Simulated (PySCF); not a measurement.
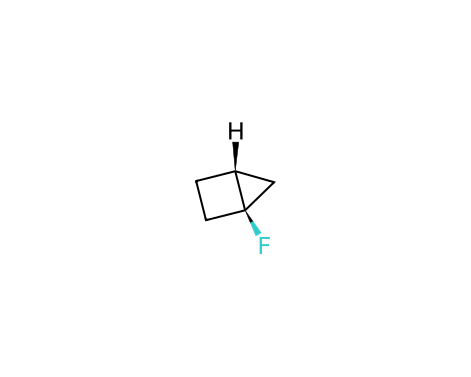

Skeletal drawing of a molecule.

Write the SMILES.

Answer. F[C@@]12CC[C@@H]1C2

What is the molecular formula?

Answer. C5H7F.

An optimisation with PBE0-D3(BJ)/def2-SVP gave a structure of which point group?

Answer. C1.

The parts below concern this one geometry. Atoms keep their numbers from picture to picture. The computed structure is the end point of a PBE0-D3(BJ)/def2-SVP optimisation. No frequency run is at hand to confirm it as a minimum.

## Dipole moment

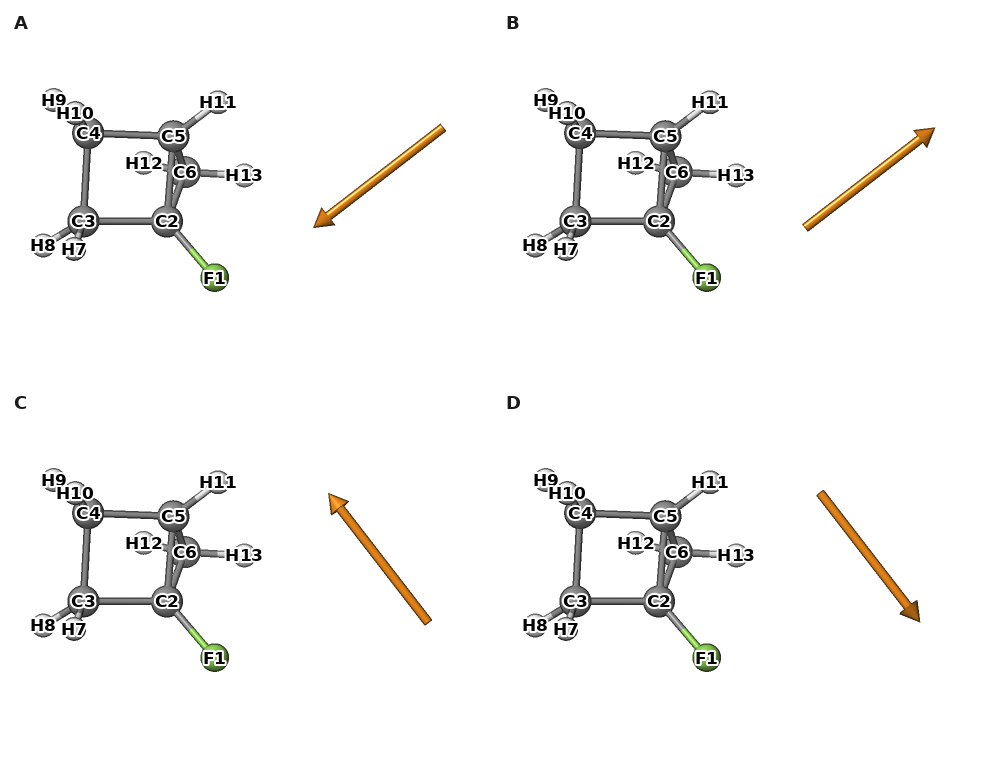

The same molecule four times, each with an arrow. No frequency run is at hand to confirm it as a minimum. Properties computed with ωB97X-D/pcSseg-1, gas phase (PySCF 2.14.0).

Which arrow points along the dipole moment, from the negative to the positive end?

Answer. C. The dipole moment is 1.56 D; it points from the side of F1 to the side of H9 (the outermost atoms at the two ends).

## NMR shielding

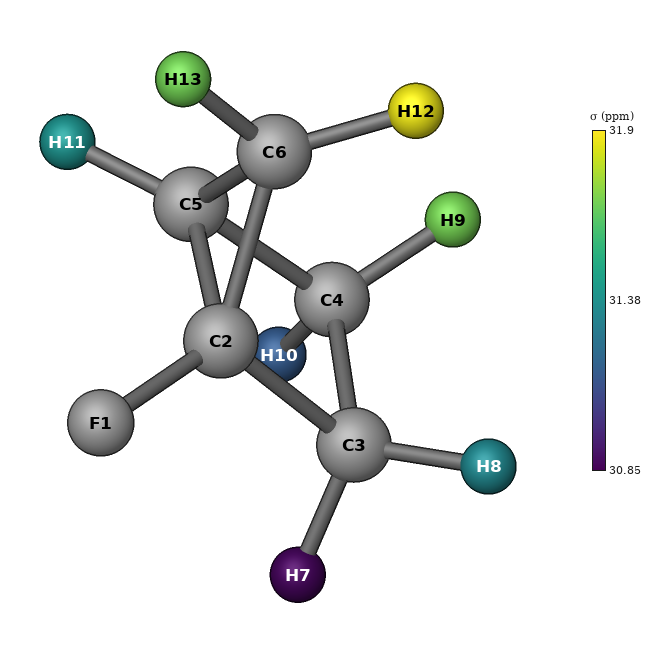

Atoms are coloured by their isotropic NMR shieldings (H only, the others grey). No frequency run is at hand to confirm it as a minimum. Level of theory: GIAO PBE0/STO-3G NMR shielding, non-relativistic, gas phase (PySCF 2.14.0).

Which H atom is the most shielded (lowest chemical shift)?

Answer. H12 (31.87 ppm).

Which H atom is the least shielded (highest chemical shift)?

Answer. H7 (30.87 ppm).

How wide is the range of H shifts?

Answer. 1.00 ppm.

Give the isotropic NMR shieldings of the H atoms atom by atom.

```tsv
atom	σ (ppm)
H7	30.87
H8	31.34
H9	31.68
H10	31.15
H11	31.38
H12	31.87
H13	31.68
```

## Ring current

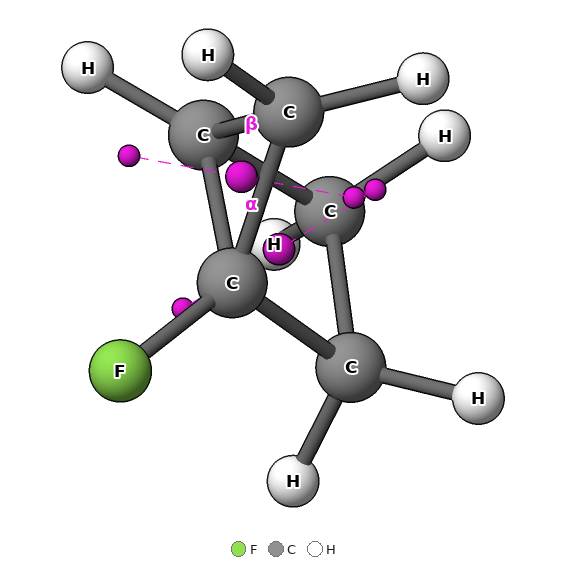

The small points mark where nucleus-independent chemical shifts (NICS) were computed: at the centre of each lettered ring and 1 Å above and below it. No frequency run is at hand to confirm it as a minimum. Level of theory: GIAO CAM-B3LYP/pcSseg-1 NMR shielding, non-relativistic, gas phase (PySCF 2.14.0).

Give NICS(0), NICS(1) and the out-of-plane component NICS(1)zz for each ring (means of the two sides).

```csv
ring,members,NICS(0),NICS(1),NICS(1)zz
α,C4,−10.4,−3.2,0.3
β,C3,−39.8,−7.2,−17.1
```

Values in ppm.

## Charges

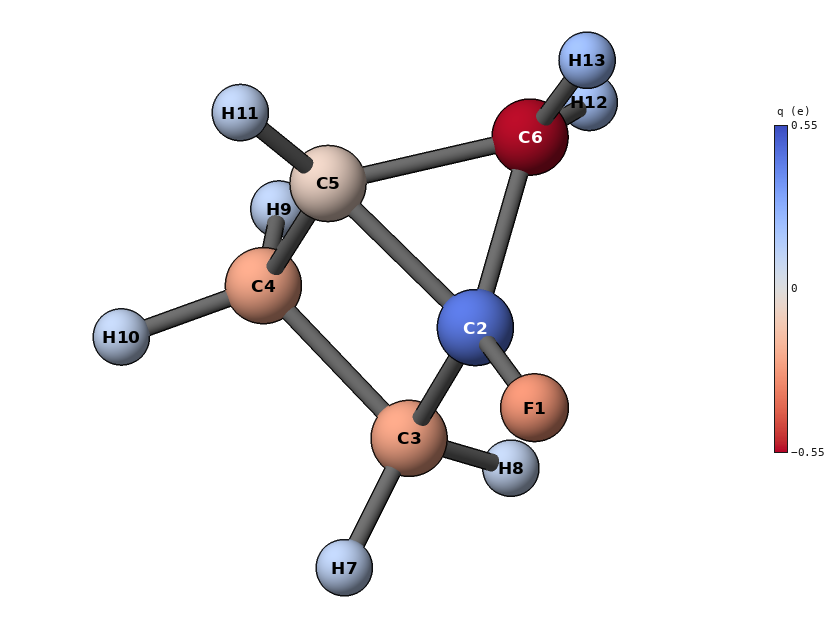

Atoms are coloured by their ESP-fitted charges. No frequency run is at hand to confirm it as a minimum. Level of theory: PBE0/6-31G, gas phase (PySCF 2.14.0).

List the ESP-fitted charges.

| atom | value (e) |
| --- | --- |
| F1 | −0.28 |
| C2 | 0.43 |
| C3 | −0.24 |
| C4 | −0.23 |
| C5 | −0.07 |
| C6 | −0.54 |
| H7 | 0.11 |
| H8 | 0.09 |
| H9 | 0.11 |
| H10 | 0.10 |
| H11 | 0.11 |
| H12 | 0.18 |
| H13 | 0.21 |
